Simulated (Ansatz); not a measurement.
Input structure:

```
CELL_PARAMETERS angstrom
6.04877 0.00000 0.00000
0.00000 6.04877 0.00000
0.00000 0.00000 6.04877
ATOMIC_POSITIONS crystal
Ga 0.00000 0.00000 0.00000
Sb 0.25000 0.25000 0.75000
Ga 0.00000 0.50000 0.50000
Sb 0.25000 0.75000 0.25000
Ga 0.50000 0.00000 0.50000
Sb 0.75000 0.25000 0.25000
Ga 0.50000 0.50000 0.00000
Sb 0.75000 0.75000 0.75000
```

Question: What would you see if this were drawn?

Answer: Chemical formula GaSb. The structure has F-43m (No. 216) symmetry and a face-centred cubic lattice. The arrangement is known as zinc blende (sphalerite type). In the cell are 4 Ga, 4 Sb, which makes 4 formula units. About every Ga there are four Sb in a tetrahedral arrangement at 2.62 Å. Each Sb atom is coordinated by four Ga in a tetrahedral arrangement at 2.62 Å. The bonds build a three-dimensional framework.

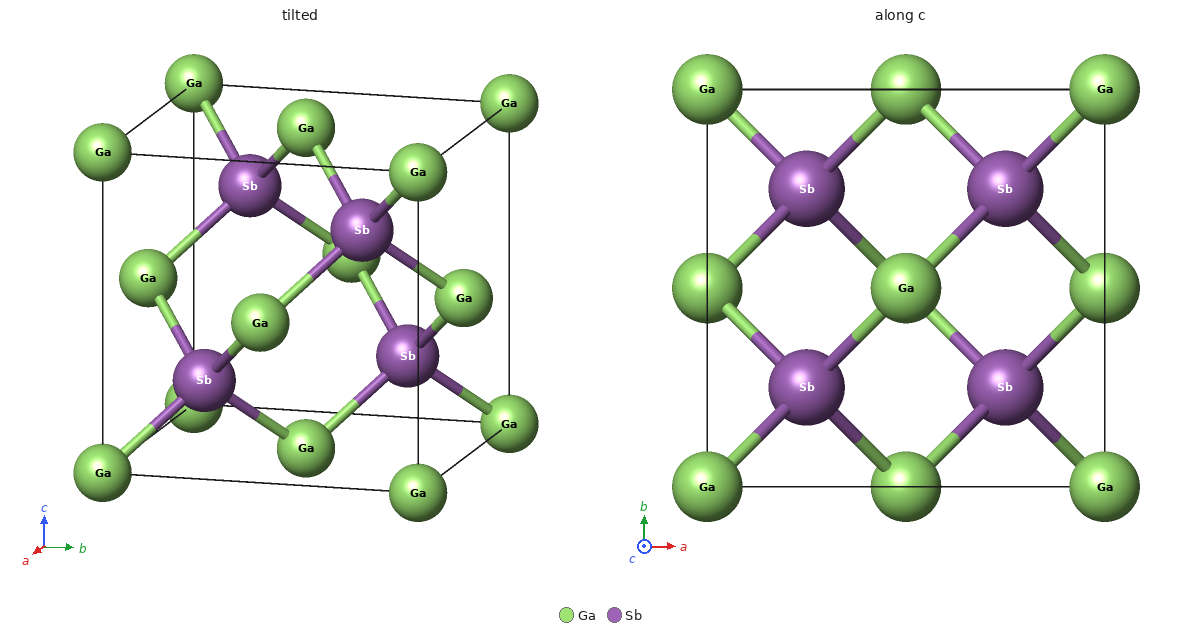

Structure drawing (ball-and-stick), viewed slightly off an axis and along the c axis. Thin lines show the conventional unit cell, with boundary atoms drawn in all their periodic places.

The structure comes from a structure listed in the Materials Project. Relaxation method: DFT LDA, scalar-relativistic, plane waves, PAW (Ansatz 0.2.0).
